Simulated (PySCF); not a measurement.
# RuO₂F: doublet, from a trigonal planar start

The task is one start of a wider search on RuO₂F: the doublet, from a trigonal planar start. It is relaxed, tested by its Hessian and followed downhill if it is a saddle.

Method: PBE0, basis Ru def2-TZVP with ECP28, O def2-TZVP, F def2-TZVP, scalar-relativistic core potentials, no spin–orbit coupling, density fitting; program: PySCF 2.14.0.

**1. The system as given**

4 atoms, charge 0, spin multiplicity 2.

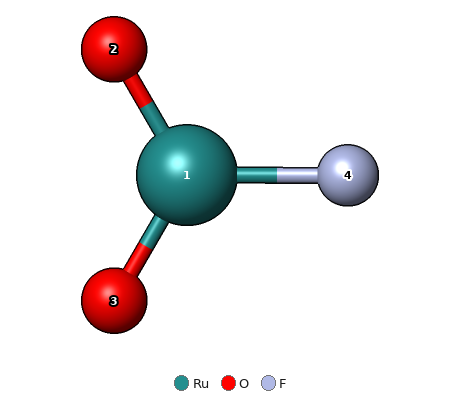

The starting geometry (ruthenium teal, oxygen red, fluorine light blue); atoms are numbered from 1 in the order of the file.

Coordinates in bohr (charge 0 multiplicity 2):
```
Ru    0.0000    0.0000    0.0000
O    -1.6157    2.7985    0.0000
O    -1.6157   -2.7985    0.0000
F     3.5716    0.0000    0.0000
```

**2. First SCF at the start**

One driver script runs all steps and calls PySCF; scf.py shows how it sets up the SCF of each step. The optimiser is the driver's own. After this first run the driver tries any further starts and a stability analysis.

scf.py

```python
from pyscf import gto, scf, dft
mol = gto.M(atom='''
Ru     0.000000     0.000000     0.000000
O     -0.855000     1.480900     0.000000
O     -0.855000    -1.480900     0.000000
F      1.890000     0.000000     0.000000''',
    basis={'Ru': 'def2-TZVP', 'O': 'def2-TZVP', 'F': 'def2-TZVP'},
    ecp={'Ru': 'def2-TZVP'},
    charge=0, spin=1)
mf = dft.UKS(mol, xc='PBE0')
mf.grids.atom_grid = (50, 194)
aux = {'Ru': 'def2-universal-JKFIT', 'O': 'def2-universal-JKFIT', 'F': 'def2-universal-JKFIT'}
mf = mf.density_fit(auxbasis=aux)
mf.conv_tol = 1e-08
mf.diis_space = 10
mf.max_cycle = 60
mf.init_guess = 'minao'
mf.verbose = 4
mf.kernel()
```

Launch:

```
$ OMP_NUM_THREADS=4 python axn.py task.json out
```

The program printed:

```text
init E= -337.053230826504
[... the frontier-level lines of each cycle are left out ...]
cycle= 1 E= -344.85514823735  delta_E= -7.8  |g|= 0.59  |ddm|= 3.03
cycle= 2 E= -344.727840150847  delta_E= 0.127  |g|= 0.912  |ddm|= 0.791
cycle= 3 E= -344.943633537  delta_E= -0.216  |g|= 0.353  |ddm|= 0.475
cycle= 4 E= -344.978717496587  delta_E= -0.0351  |g|= 0.156  |ddm|= 0.211
cycle= 5 E= -344.986260178102  delta_E= -0.00754  |g|= 0.0632  |ddm|= 0.0912
cycle= 6 E= -344.987772881323  delta_E= -0.00151  |g|= 0.00821  |ddm|= 0.0338
cycle= 7 E= -344.987871251322  delta_E= -9.84e-05  |g|= 0.00297  |ddm|= 0.0154
cycle= 8 E= -344.987902300322  delta_E= -3.1e-05  |g|= 0.00166  |ddm|= 0.00855
cycle= 9 E= -344.987915327585  delta_E= -1.3e-05  |g|= 0.000793  |ddm|= 0.00647
cycle= 10 E= -344.987918091012  delta_E= -2.76e-06  |g|= 0.0003  |ddm|= 0.00303
cycle= 11 E= -344.987918554428  delta_E= -4.63e-07  |g|= 0.000109  |ddm|= 0.00151
cycle= 12 E= -344.987918583485  delta_E= -2.91e-08  |g|= 2.61e-05  |ddm|= 0.000355
cycle= 13 E= -344.987918585617  delta_E= -2.13e-09  |g|= 1.21e-05  |ddm|= 8.98e-05
Extra cycle  E= -344.987918585276  delta_E= 3.41e-10  |g|= 3.75e-05  |ddm|= 2.45e-05
converged SCF energy = -344.987918585276  <S^2> = 0.76159116  2S+1 = 2.0115578
```

This step, with its further starts and checks, took 14 s on 4 threads of Arm Neoverse V2, shared host.

Energies from each starting density:

| start | energy (Eh) |
| --- | --- |
| the minimal-basis guess | -344.987919 |
| a thermally smeared density | -345.003414 |
| a smeared PBE density | -345.003414 |

The first run landed in a state that is too high. Following the other starts and the instabilities gains 40.7 kJ/mol (-345.00341 Eh), and the work goes on from there.

**3. Relaxation: trigonal planar start, doublet**

The program finds C2v symmetry in the start, which this walk keeps. The walk stops when the largest gradient is under 0.0003 Eh/bohr and the energy has settled too.

Edit scf.py of step 2 so:

```diff
@@ -3,4 +3,4 @@
-Ru     0.000000     0.000000     0.000000
-O     -0.855000     1.480900     0.000000
-O     -0.855000    -1.480900     0.000000
-F      1.890000     0.000000     0.000000''',
+Ru    -0.055959     0.000000     0.000000
+O     -0.910959     1.480900     0.000000
+O     -0.910959    -1.480900     0.000000
+F      1.834041     0.000000     0.000000''',
@@ -17 +16,0 @@
-mf.init_guess = 'minao'
```

Steps of the walk:

| step | energy (Eh) | change (kJ/mol) | largest symmetric gradient (Eh/bohr) |
| --- | --- | --- | --- |
| 0 | -345.003414 | 0.00 | 0.05585 |
| 1 | -345.013243 | -25.81 | 0.03093 |
| 2 | -345.014947 | -30.28 | 0.00776 |
| 3 | -345.015031 | -30.50 | 0.00172 |
| 4 | -345.015038 | -30.52 | 0.00010 |
| 5 | -345.015038 | -30.52 | 0.00001 |

The walk took 14 s.

Geometry (Å) and forces (eV/Å) at some steps:

```
step 0
Ru  -0.056   0.000   0.000  -2.714  -0.001   0.000
O   -0.911   1.481   0.000   2.059  -2.872   0.000
O   -0.911  -1.481   0.000   2.059   2.872   0.000
F    1.834   0.000   0.000  -1.405   0.000   0.000
step 1
Ru  -0.085   0.000   0.000   1.276   0.000   0.000
O   -0.857   1.423   0.000  -0.667   1.591   0.000
O   -0.857  -1.423   0.000  -0.667  -1.591   0.000
F    1.756   0.000   0.000   0.058   0.000   0.000
step 3
Ru  -0.092   0.000   0.000  -0.089   0.000   0.000
O   -0.850   1.460   0.000   0.045  -0.023   0.000
O   -0.850  -1.460   0.000   0.045   0.023   0.000
F    1.747   0.000   0.000  -0.001   0.000   0.000
step 5
Ru  -0.095   0.000   0.000   0.000   0.000   0.000
O   -0.847   1.462   0.000   0.000   0.000   0.000
O   -0.847  -1.462   0.000   0.000  -0.001   0.000
F    1.745   0.000   0.000   0.000   0.000   0.000
```

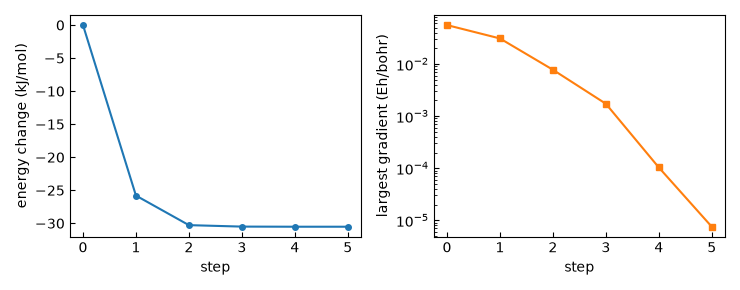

Energy and largest gradient along the walk.

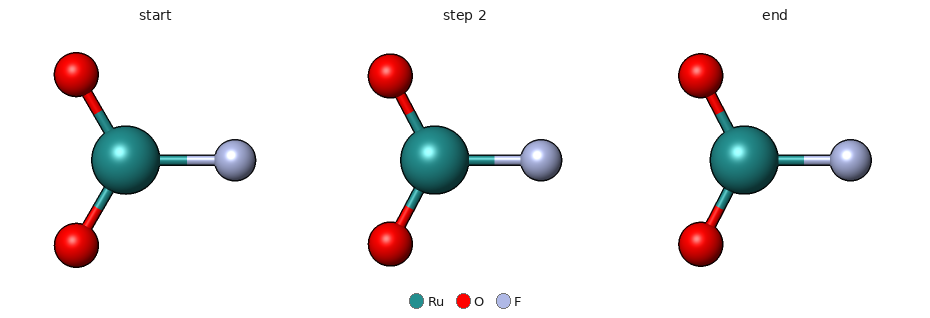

Start and end of the relaxation, with a step between.

After 5 steps and 30.5 kJ/mol it ends at C2v: Ru–F 1.839 Å, Ru–O 1.644 Å (×2); F–Ru–O 117.2° (×2), O–Ru–O 125.5°.

**4. Is it a minimum? Harmonic modes**

On the finer grid the gradient is checked again; gradients at displacements of ±0.02 bohr then give force constants and infrared intensities.

Edit scf.py of step 3 so:

```diff
@@ -3,4 +3,4 @@
-Ru    -0.055959     0.000000     0.000000
-O     -0.910959     1.480900     0.000000
-O     -0.910959    -1.480900     0.000000
-F      1.834041     0.000000     0.000000''',
+Ru    -0.071150     0.000000     0.000000
+O     -0.823521     1.461784     0.000000
+O     -0.823521    -1.461784     0.000000
+F      1.768267     0.000000     0.000000''',
@@ -11 +11 @@
-mf.grids.atom_grid = (50, 194)
+mf.grids.atom_grid = (75, 302)
@@ -14 +14 @@
-mf.conv_tol = 1e-08
+mf.conv_tol = 1e-10
```

This SCF starts from the last density.

Log of the central SCF (cycles and frontier levels):

```text
init E= -345.015040990894
[... the frontier-level lines of each cycle are left out ...]
cycle= 1 E= -345.015040989932  delta_E= 9.62e-10  |g|= 5.16e-05  |ddm|= 2.96e-05
cycle= 2 E= -345.015040971064  delta_E= 1.89e-08  |g|= 0.000228  |ddm|= 0.000131
cycle= 3 E= -345.015040990943  delta_E= -1.99e-08  |g|= 3.71e-06  |ddm|= 0.000107
cycle= 4 E= -345.015040990947  delta_E= -4.09e-12  |g|= 8.15e-07  |ddm|= 1.75e-06
Extra cycle  E= -345.015040990943  delta_E= 3.58e-12  |g|= 2.74e-06  |ddm|= 1.43e-06
converged SCF energy = -345.015040990943  <S^2> = 0.75399661  2S+1 = 2.0039926
```

The whole step took 58 s.

Geometry: C2v; Ru–F 1.839 Å, Ru–O 1.644 Å (×2); F–Ru–O 117.2° (×2), O–Ru–O 125.5°.

Modes, for the most abundant isotopes:

| symmetry | ω (cm⁻¹) | IR (km/mol) | type |
| --- | --- | --- | --- |
| b1 | 140 | 15.1 | bend |
| b2 | 175 | 13.4 | bend |
| a1 | 312 | 3.6 | bend |
| a1 | 674 | 98.9 | stretch |
| b2 | 988 | 293 | stretch |
| a1 | 1067 | 33.9 | stretch |

No imaginary mode, so this is a minimum.

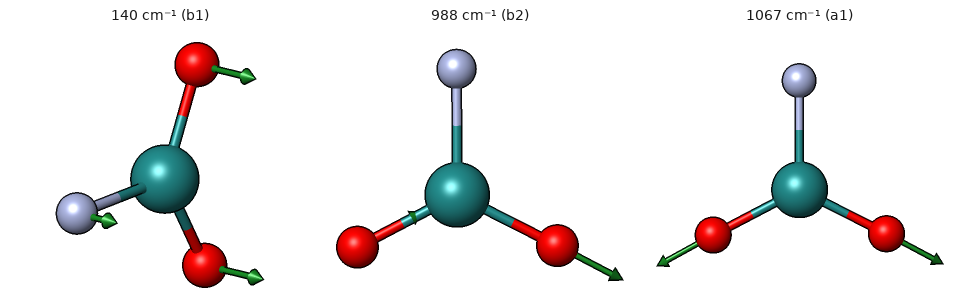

Displacements of 3 of the modes, as arrows (one member where a mode is degenerate).

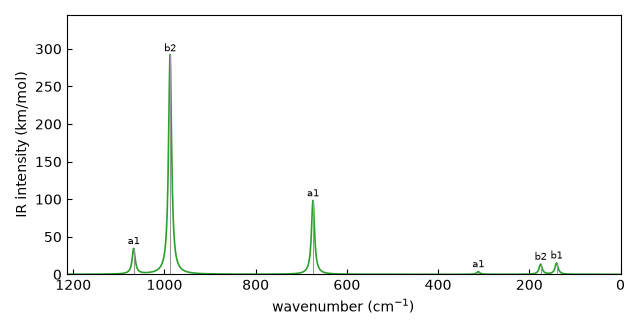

The harmonic infrared spectrum (widths in cm⁻¹). Lines are broadened to a width of 8 cm⁻¹ (Lorentzian).

Properties at this point:

| Item | Value |
| --- | --- |
| Dipole moment | 0.40 D |
| Highest occupied level | -8.53 eV |
| Lowest empty level | -4.87 eV |
| Rotational constants | 0.2466, 0.2066, 0.1124 cm⁻¹ |
| Zero-point energy | 20.1 kJ/mol |
| Principal polarisabilities | 28.7, 36.7, 48.1 bohr³ |
| Atomisation energy without zero-point energy | 1332 kJ/mol |
| Principal traceless quadrupole moments about the centre of mass | -3.12, -1.48, 4.60 D Å |
| Entropy at 298.15 K and 1 bar (electronic part: spin only) | 306.3 J/(mol K) |
| Heat capacity Cp at 298.15 K | 62.6 J/(mol K) |
| Enthalpy at 298.15 K above 0 K | 14.79 kJ/mol |
| Rotational symmetry number | 2 |
| Spin squared ⟨S²⟩ | 0.754 |

Charges (e) and bond orders:

| atom | Mulliken | Löwdin | polar tensor | spin (Mulliken) | Mayer order to Ru1 |
| --- | --- | --- | --- | --- | --- |
| Ru1 | 1.50 | 0.75 | 1.85 | 0.75 | – |
| O2,3 | -0.51 | -0.24 | -0.62 | 0.08 | 1.80 |
| F4 | -0.48 | -0.27 | -0.60 | 0.09 | 0.75 |

Outer orbital energies (eV). α occupied: -13.91, -13.87, -12.16, -12.03, -11.55, -10.79, -8.91, -8.75; empty: -4.84, -2.99, -2.59, 0.19. β occupied: -13.90, -13.41, -12.71, -12.07, -11.51, -11.21, -10.76, -8.53; empty: -4.87, -4.31, -2.67, -2.31.

Mulliken populations on Ru1 (outside its core potential): s 2.40, p 6.17, d 5.90, f 0.04.

**5. Outcome**

| quantity | value |
| --- | --- |
| minimum | doublet, C2v |
| geometry | Ru–F 1.839 Å, Ru–O 1.644 Å (×2); F–Ru–O 117.2° (×2), O–Ru–O 125.5° |
| wavenumbers (cm⁻¹) | 140 (b1), 175 (b2), 312 (a1), 674 (a1), 988 (b2), 1067 (a1) |
| dipole moment | 0.40 D |
| highest occupied, lowest empty level (either spin) | -8.53, -4.87 eV |
| polar-tensor charge of Ru1 | +1.85 e |
| zero-point energy | 20.1 kJ/mol |
| entropy at 298.15 K | 306.3 J/(mol K) |
| atomisation energy (no zero-point energy) | 1332 kJ/mol |
| ⟨S²⟩ | 0.754 |

The trigonal planar start keeps its C2v symmetry and ends in a minimum. In the infrared the band at 988 cm⁻¹ (b2, stretch) leads. Most of the spin sits on Ru1 (Mulliken spin 0.75, against 1 for the whole molecule). The first SCF alone would have been 41 kJ/mol too high. Other starts or spin states, not run here, may lie lower. One determinant may miss the lowest occupation of an open d or f shell.

The search up to here took 86 s.
